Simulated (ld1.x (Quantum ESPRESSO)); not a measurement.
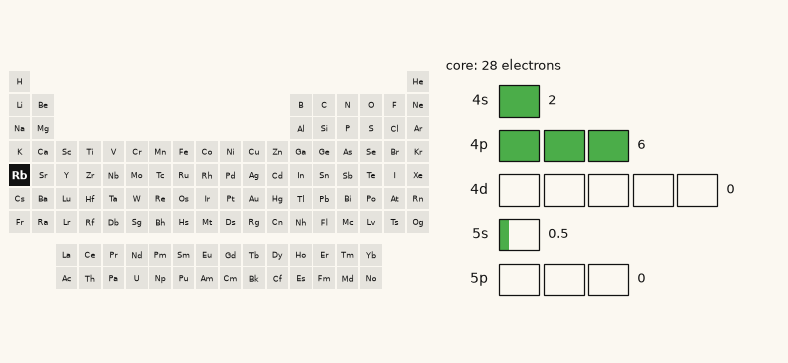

**Figure 1.** Left, the place of rubidium in the periodic table; right, the valence shells of the reference configuration: a box for each of the 2l + 1 orbitals, shaded by the share of the shell that is filled, with the electron count at the right.

# Rb: pseudopotential generation (part 1 of 2)

System: rubidium (Rb, Z = 37), core [Ar] 3d10, reference valence 4s2 4p6 4d0 5s0.5 5p0 (an ion of charge +0.5), valence charge 9.
Method: TM potential, PBEsol, scalar-relativistic, made with ld1.x (Quantum ESPRESSO) 7.5.

The input:
```
 &input
   title='Rb', zed=37., rel=1, dft='PBESOL', iswitch=3,
   config='[Kr] 4d0 5s0.5 5p0',
   nld=3, rlderiv=4.55, eminld=-5.0, emaxld=5.0, deld=0.02
 /
 &inputp
   pseudotype=2, tm=.true., lloc=0,
   nlcc=.false.,
   file_pseudopw='Rb.UPF', file_wfcaegen='ae.wfc', file_wfcncgen='nc.wfc', file_beta='beta', file_chi='chi'
 /
3
4P  2  1   6.00   0.00  1.85  1.85  0.0
4D  3  2   0.00   0.00  4.20  4.20  0.0
4S  1  0   2.00   0.00  2.00  2.00  0.0
 &test
   configts(1)='4s2 4p6 4d0 5s0.5 5p0'
 /
```

Input of the test run:
```
 &input
   title='Rb', zed=37., rel=1, dft='PBESOL', iswitch=2,
   config='[Kr] 4d0 5s0.5 5p0'
 /
 &test
   file_pseudo='Rb.UPF', nconf=8,
   configts(1)='4s2 4p6 4d0 5s0.5 5p0',
   configts(2)='4s2 4p6 4d0 5s1 5p0',
   configts(3)='4s2 4p6 4d0 5s0 5p0',
   configts(4)='4s2 4p6 4d0 5s0 5p1',
   configts(5)='4s2 4p6 4d1 5s0 5p0',
   configts(6)='4s1 4p6 4d0 5s1 5p0',
   configts(7)='4s2 4p5 4d0 5s1 5p0',
   configts(8)='4s2 4p6 4d0.5 5s0.5 5p0'
 /
```

Run as:
```bash
ld1.x < Rb.in > Rb.out
```

Log:
```
     Program LD1 v.7.5
     --------------------------- All-electron run ----------------------------

     Rb
     scalar relativistic calculation

     atomic number is 37.00
     dft =PBESOL   lsd =0 sic =0 latt =0  beta=0.20 tr2=1.0E-14
     Exchange-correlation= PBESOL
                           (   1   4  10   8   0   0   0)
     mesh =1219 r(mesh) = 100.89517 a.u. xmin = -7.00 dx = 0.01250
     1 Ry =  13.60569312 eV, c = 137.03599908

     n l     nl                  e(Ry)          e(Ha)          e(eV)
     1 0     1S 1( 2.00)     -1104.3725      -552.1863    -15025.7535
     2 0     2S 1( 2.00)      -147.7016       -73.8508     -2009.5821
     2 1     2P 1( 6.00)      -130.9896       -65.4948     -1782.2039
     3 0     3S 1( 2.00)       -22.0661       -11.0330      -300.2240
     3 1     3P 1( 6.00)       -16.7079        -8.3540      -227.3226
     4 0     4S 1( 2.00)        -2.5402        -1.2701       -34.5614
     4 1     4P 1( 6.00)        -1.3684        -0.6842       -18.6176
     3 2     3D 1(10.00)        -7.8393        -3.9196      -106.6588
     4 2     4D 1( 0.00)        -0.1171        -0.0585        -1.5930
     5 0     5S 1( 0.50)        -0.2971        -0.1486        -4.0425
     5 1     5P 1( 0.00)        -0.1608        -0.0804        -2.1879

     final scf error:  8.0E-15 reached in  38 iterations

     Etot =   -5958.574056 Ry,   -2979.287028 Ha,  -81070.530057 eV

     Ekin =    6102.037337 Ry,    3051.018669 Ha,   83022.447435 eV
     Encl =  -14357.171316 Ry,   -7178.585658 Ha, -195339.267038 eV
     Eh   =    2494.026256 Ry,    1247.013128 Ha,   33932.955874 eV
     Exc  =    -197.466333 Ry,     -98.733166 Ha,   -2686.666328 eV

     normalization and overlap integrals

     s(1S/1S) =  1.000000  <r> =   0.0403  <r2> =    0.0022  r(max) =   0.0264
     s(2S/2S) =  1.000000  <r> =   0.1779  <r2> =    0.0373  r(max) =   0.1498
     s(2P/2P) =  1.000000  <r> =   0.1552  <r2> =    0.0294  r(max) =   0.1196
     s(3S/3S) =  1.000000  <r> =   0.5110  <r2> =    0.2999  r(max) =   0.4500
     s(3P/3P) =  1.000000  <r> =   0.5191  <r2> =    0.3150  r(max) =   0.4444
     s(4S/4S) =  1.000000  <r> =   1.4544  <r2> =    2.4135  r(max) =   1.2543
     s(4P/4P) =  1.000000  <r> =   1.7211  <r2> =    3.4379  r(max) =   1.4213
     s(3D/3D) =  1.000000  <r> =   0.5255  <r2> =    0.3385  r(max) =   0.3922
     s(4D/4D) =  1.000000  <r> =   5.2256  <r2> =   34.9499  r(max) =   3.3672
     s(5S/5S) =  1.000000  <r> =   4.8002  <r2> =   26.3075  r(max) =   4.0616
     s(5P/5P) =  1.000000  <r> =   6.5511  <r2> =   48.9351  r(max) =   5.5516

     ------------------------ End of All-electron run ------------------------

     --------------------- Generating NC pseudopotential ---------------------

      Generating local pot.: lloc=0, matching radius rcloc =   2.0000

      Wfc   4P  rcut= 1.848  Using Troullier-Martins method

      Wfc   4D  rcut= 4.217  Using Troullier-Martins method

     ------------------- End of pseudopotential generation -------------------

     --------------------------- All-electron run ----------------------------

     Rb
     scalar relativistic calculation

     atomic number is 37.00
     dft =PBESOL   lsd =0 sic =0 latt =0  beta=0.20 tr2=1.0E-14
     Exchange-correlation= PBESOL
                           (   1   4  10   8   0   0   0)
     mesh =1219 r(mesh) = 100.89517 a.u. xmin = -7.00 dx = 0.01250
     1 Ry =  13.60569312 eV, c = 137.03599908

     n l     nl                  e(Ry)          e(Ha)          e(eV)
     1 0     1S 1( 2.00)     -1104.3725      -552.1863    -15025.7535
     2 0     2S 1( 2.00)      -147.7016       -73.8508     -2009.5821
     2 1     2P 1( 6.00)      -130.9896       -65.4948     -1782.2039
     3 0     3S 1( 2.00)       -22.0661       -11.0330      -300.2240
     3 1     3P 1( 6.00)       -16.7079        -8.3540      -227.3226
     4 0     4S 1( 2.00)        -2.5402        -1.2701       -34.5614
     4 1     4P 1( 6.00)        -1.3684        -0.6842       -18.6176
     3 2     3D 1(10.00)        -7.8393        -3.9196      -106.6588
     4 2     4D 1( 0.00)        -0.1171        -0.0585        -1.5930
     5 0     5S 1( 0.50)        -0.2971        -0.1486        -4.0425
     5 1     5P 1( 0.00)        -0.1608        -0.0804        -2.1879

     final scf error:  8.0E-15 reached in  38 iterations

     Etot =   -5958.574056 Ry,   -2979.287028 Ha,  -81070.530057 eV

     Ekin =    6102.037337 Ry,    3051.018669 Ha,   83022.447435 eV
     Encl =  -14357.171316 Ry,   -7178.585658 Ha, -195339.267038 eV
     Eh   =    2494.026256 Ry,    1247.013128 Ha,   33932.955874 eV
     Exc  =    -197.466333 Ry,     -98.733166 Ha,   -2686.666328 eV

     normalization and overlap integrals

     s(1S/1S) =  1.000000  <r> =   0.0403  <r2> =    0.0022  r(max) =   0.0264
     s(2S/2S) =  1.000000  <r> =   0.1779  <r2> =    0.0373  r(max) =   0.1498
     s(2P/2P) =  1.000000  <r> =   0.1552  <r2> =    0.0294  r(max) =   0.1196
     s(3S/3S) =  1.000000  <r> =   0.5110  <r2> =    0.2999  r(max) =   0.4500
     s(3P/3P) =  1.000000  <r> =   0.5191  <r2> =    0.3150  r(max) =   0.4444
     s(4S/4S) =  1.000000  <r> =   1.4544  <r2> =    2.4135  r(max) =   1.2543
     s(4P/4P) =  1.000000  <r> =   1.7211  <r2> =    3.4379  r(max) =   1.4213
     s(3D/3D) =  1.000000  <r> =   0.5255  <r2> =    0.3385  r(max) =   0.3922
     s(4D/4D) =  1.000000  <r> =   5.2256  <r2> =   34.9499  r(max) =   3.3672
     s(5S/5S) =  1.000000  <r> =   4.8002  <r2> =   26.3075  r(max) =   4.0616
     s(5P/5P) =  1.000000  <r> =   6.5511  <r2> =   48.9351  r(max) =   5.5516

     ------------------------ End of All-electron run ------------------------

     Computing logarithmic derivative in   4.57383
     Message from routine run_pseudo:
     Warning: convergence not achieved
     Computing logarithmic derivative in   4.57383
     Computing the partial wave expansion
       no projector for channel:   0
     R is outside the sphere for l=    1 j= 0.00
     R is outside the sphere for l=    2 j= 0.00

     ---------------------- Testing the pseudopotential ----------------------

     Rb
     scalar relativistic calculation

     atomic number is 37.00   valence charge is  9.00
     dft =PBESOL   lsd =0 sic =0 latt =0  beta=0.20 tr2=1.0E-14
     mesh =1219 r(mesh) = 100.89517 xmin = -7.00 dx = 0.01250

     n l     nl             e AE (Ry)        e PS (Ry)    De AE-PS (Ry)
     1 0     4S   1( 2.00)       -2.54021       -2.54022        0.00000
     2 1     4P   1( 6.00)       -1.36837       -1.36838        0.00001
     3 2     4D   1( 0.00)       -0.11708       -0.11708       -0.00000
     2 0     5S   1( 0.50)       -0.29712       -0.30946        0.01235  !
     3 1     5P   1( 0.00)       -0.16081       -0.16311        0.00230

     eps = 1.4E-12  iter =201

     Etot =   -5958.574056 Ry,   -2979.287028 Ha,  -81070.530057 eV
     Etotps =   -48.299534 Ry,     -24.149767 Ha,    -657.148634 eV

     Ekin =      13.811227 Ry,       6.905613 Ha,     187.911311 eV
     Encl =     -91.424836 Ry,     -45.712418 Ha,   -1243.898257 eV
     Ehrt =      36.997126 Ry,      18.498563 Ha,     503.371548 eV
     Ecxc =      -7.075838 Ry,      -3.537919 Ha,     -96.271686 eV
     Epseu=      -0.607213 Ry,      -0.303606 Ha,      -8.261551 eV

     ---------------------- End of pseudopotential test ----------------------
```

Output of the test run (extracts):
```
     ---------------------- Testing the pseudopotential ----------------------

     Rb
     scalar relativistic calculation

     atomic number is 37.00   valence charge is  9.00
     dft =PBESOL   lsd =0 sic =0 latt =0  beta=0.20 tr2=1.0E-14
     mesh =1219 r(mesh) = 100.89517 xmin = -7.00 dx = 0.01250

     n l     nl             e AE (Ry)        e PS (Ry)    De AE-PS (Ry)
     1 0     4S   1( 2.00)       -2.54021       -2.54022        0.00000
     2 1     4P   1( 6.00)       -1.36837       -1.36838        0.00001
     3 2     4D   1( 0.00)       -0.11708       -0.11708       -0.00000
     2 0     5S   1( 0.50)       -0.29712       -0.30946        0.01235  !
     3 1     5P   1( 0.00)       -0.16081       -0.16311        0.00230

     eps = 8.7E-13  iter =201

     Etot =   -5958.574056 Ry,   -2979.287028 Ha,  -81070.530057 eV
     Etotps =   -48.299534 Ry,     -24.149767 Ha,    -657.148634 eV

     Ekin =      13.811227 Ry,       6.905613 Ha,     187.911311 eV
     Encl =     -91.424836 Ry,     -45.712418 Ha,   -1243.898257 eV
     Ehrt =      36.997126 Ry,      18.498563 Ha,     503.371548 eV
     Ecxc =      -7.075838 Ry,      -3.537919 Ha,     -96.271686 eV
     Epseu=      -0.607213 Ry,      -0.303606 Ha,      -8.261551 eV

     ---------------------- End of pseudopotential test ----------------------

     ---------------------- Testing the pseudopotential ----------------------

     Rb
     scalar relativistic calculation

     atomic number is 37.00   valence charge is  9.00
     dft =PBESOL   lsd =0 sic =0 latt =0  beta=0.20 tr2=1.0E-14
     mesh =1219 r(mesh) = 100.89517 xmin = -7.00 dx = 0.01250

     n l     nl             e AE (Ry)        e PS (Ry)    De AE-PS (Ry)
     1 0     4S   1( 2.00)       -2.34501       -2.33880       -0.00621  !
     2 1     4P   1( 6.00)       -1.17438       -1.16858       -0.00580  !
     3 2     4D   1( 0.00)        0.00000        0.00000        0.00000
     2 0     5S   1( 1.00)       -0.16333       -0.17041        0.00709  !
     3 1     5P   1( 0.00)       -0.05418       -0.05419        0.00001

     eps = 1.6E-12  iter =201

     Etot =   -5958.688803 Ry,   -2979.344401 Ha,  -81072.091264 eV
     Etotps =   -48.419019 Ry,     -24.209510 Ha,    -658.774317 eV
     dEtot_ae =      -0.114747 Ry
     dEtot_ps =      -0.119486 Ry,   Delta E=       0.004739 Ry

     Ekin =      13.856898 Ry,       6.928449 Ha,     188.532695 eV
     Encl =     -93.231023 Ry,     -46.615512 Ha,   -1268.472691 eV
     Ehrt =      38.735752 Ry,      19.367876 Ha,     527.026749 eV
     Ecxc =      -7.177569 Ry,      -3.588784 Ha,     -97.655796 eV
     Epseu=      -0.603076 Ry,      -0.301538 Ha,      -8.205274 eV

     ---------------------- End of pseudopotential test ----------------------

     ---------------------- Testing the pseudopotential ----------------------

     Rb
     scalar relativistic calculation

     atomic number is 37.00   valence charge is  9.00
     dft =PBESOL   lsd =0 sic =0 latt =0  beta=0.20 tr2=1.0E-14
     mesh =1219 r(mesh) = 100.89517 xmin = -7.00 dx = 0.01250

     n l     nl             e AE (Ry)        e PS (Ry)    De AE-PS (Ry)
     1 0     4S   1( 2.00)       -2.76499       -2.77384        0.00885  !
     2 1     4P   1( 6.00)       -1.59061       -1.59871        0.00810  !
     3 2     4D   1( 0.00)       -0.26865       -0.27281        0.00416
     2 0     5S   1( 0.00)       -0.43469       -0.45662        0.02193  !
     3 1     5P   1( 0.00)       -0.25811       -0.26668        0.00857  !

     eps = 1.5E-13  iter =201

     Etot =   -5958.389741 Ry,   -2979.194870 Ha,  -81068.022321 eV
     Etotps =   -48.106996 Ry,     -24.053498 Ha,    -654.529030 eV
     dEtot_ae =       0.184315 Ry
     dEtot_ps =       0.192537 Ry,   Delta E=      -0.008222 Ry

     Ekin =      13.735781 Ry,       6.867890 Ha,     186.884818 eV
     Encl =     -89.335849 Ry,     -44.667925 Ha,   -1215.476148 eV
     Ehrt =      35.078958 Ry,      17.539479 Ha,     477.273542 eV
     Ecxc =      -6.970382 Ry,      -3.485191 Ha,     -94.836878 eV
     Epseu=      -0.615504 Ry,      -0.307752 Ha,      -8.374364 eV

     ---------------------- End of pseudopotential test ----------------------

     ---------------------- Testing the pseudopotential ----------------------

     Rb
     scalar relativistic calculation

     atomic number is 37.00   valence charge is  9.00
     dft =PBESOL   lsd =0 sic =0 latt =0  beta=0.20 tr2=1.0E-14
     mesh =1219 r(mesh) = 100.89517 xmin = -7.00 dx = 0.01250

     n l     nl             e AE (Ry)        e PS (Ry)    De AE-PS (Ry)
     1 0     4S   1( 2.00)       -2.45284       -2.51999        0.06714  !
     2 1     4P   1( 6.00)       -1.27989       -1.35410        0.07421  !
     3 2     4D   1( 0.00)       -0.04370       -0.03852       -0.00518  !
     2 0     5S   1( 0.00)       -0.20920       -0.27196        0.06276  !
     3 1     5P   1( 1.00)       -0.09748       -0.00000       -0.09748  !

     eps = 5.0E-03  iter =201

     Etot =   -5958.579114 Ry,   -2979.289557 Ha,  -81070.598870 eV
     Etotps =   -48.600703 Ry,     -24.300352 Ha,    -661.246255 eV
     dEtot_ae =      -0.005058 Ry
     dEtot_ps =      -0.301170 Ry,   Delta E=       0.296112 Ry

     Ekin =      13.982125 Ry,       6.991063 Ha,     190.236507 eV
     Encl =     -92.306688 Ry,     -46.153344 Ha,   -1255.896465 eV
     Ehrt =      37.619629 Ry,      18.809814 Ha,     511.841125 eV
     Ecxc =      -7.204050 Ry,      -3.602025 Ha,     -98.016089 eV
     Epseu=      -0.691720 Ry,      -0.345860 Ha,      -9.411333 eV

     ---------------------- End of pseudopotential test ----------------------
```

(Continued in part 2.) Outcome of the run: generated; the pseudo-atom misses its reference levels by up to 0.17 eV (5s, which has no pseudo-wave of its own).
